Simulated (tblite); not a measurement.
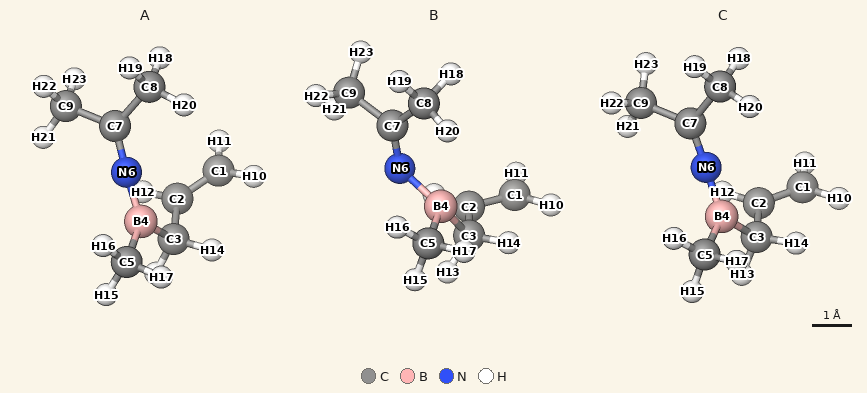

3 geometries from one relaxation of C7H14BN, in shuffled order. Style: ball-and-stick. Shown from a free direction.

Level of theory: GFN2-xTB geometry optimisation, gas phase (tblite 0.8.0). 

**Put them in the order of the run, from the start to the converged end.**

B, C, A. They are steps 0, 38, 122, at +27.2 kcal/mol, +1.58 kcal/mol relative to the last. The energy falls by 27.2 kcal/mol in 122 geometry steps. The largest move after the best rigid fit is that of H20, 1.13 Å. By element the largest moves are H 1.13 Å, C 0.83 Å, N 0.67 Å, B 0.49 Å. Among the contacts that change: B4–N6 1.494 → 1.342 Å, C8–H19 1.125 → 1.089 Å, C5–H15 1.122 → 1.088 Å, C1–C2 1.346 → 1.321 Å. Among the angles between lasting bonds that change: B4–N6–C7 127.2° → 176.3°, H16–C5–H17 116.1° → 107.6°, C3–C2–H12 123.2° → 115.3°. Groups turn about C7–C8 by about 20°.
